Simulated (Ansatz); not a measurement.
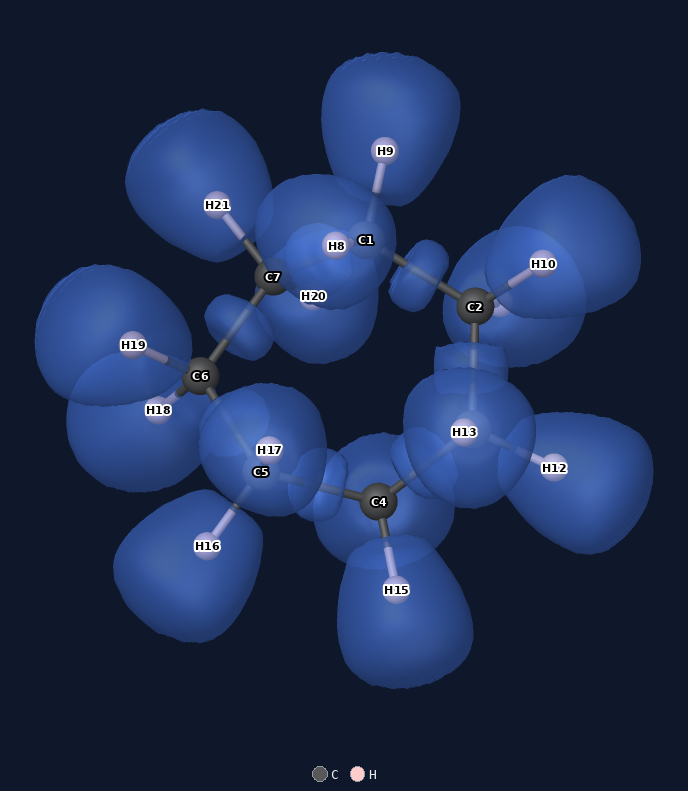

C$_{7}$H$_{14}$ (SMILES C1CCCCCC1). Isosurface of the ELF at 0.8 (blue), seen at a tilt. Core shells and regions of very low density are left out.

Geometry: PBE0-D4/def2-TZVP.

The calculation used RKS PBE0-D4/def2-TZVPP (Ansatz).

```xyz
21

C     1.3229    0.7417    0.4763
C     1.5882   -0.5886   -0.2213
C     0.4864   -1.6334   -0.1153
C    -0.9077   -1.1866   -0.5435
C    -1.5464   -0.1893    0.4199
C    -1.1961    1.2810    0.1938
C     0.2473    1.5809   -0.2091
H     1.0659    0.5751    1.5297
H     2.2586    1.3097    0.4825
H     2.5121   -1.0245    0.1741
H     1.7832   -0.3802   -1.2811
H     0.7833   -2.5050   -0.7087
H     0.4238   -1.9836    0.9231
H    -0.8803   -0.7742   -1.5598
H    -1.5431   -2.0761   -0.5982
H    -2.6359   -0.2851    0.3791
H    -1.2662   -0.4802    1.4389
H    -1.8554    1.6933   -0.5778
H    -1.4352    1.8307    1.1106
H     0.3599    1.4517   -1.2918
H     0.4347    2.6427   -0.0216
```

Question: Where are the electrons localised?

Answer: At this value the surface marks out seven regions between bonded C–C atoms (shared pairs) and 14 regions around hydrogen nuclei. Along the contacts the grid gives the following. C–C (1.52 Å): the ELF peaks at about 0.95 between the atoms, as expected for a covalent bond. C–H (1.09 Å): the ELF climbs to about 1 towards the hydrogen, as it does in any bond to H (an ordinary covalent bond to hydrogen).
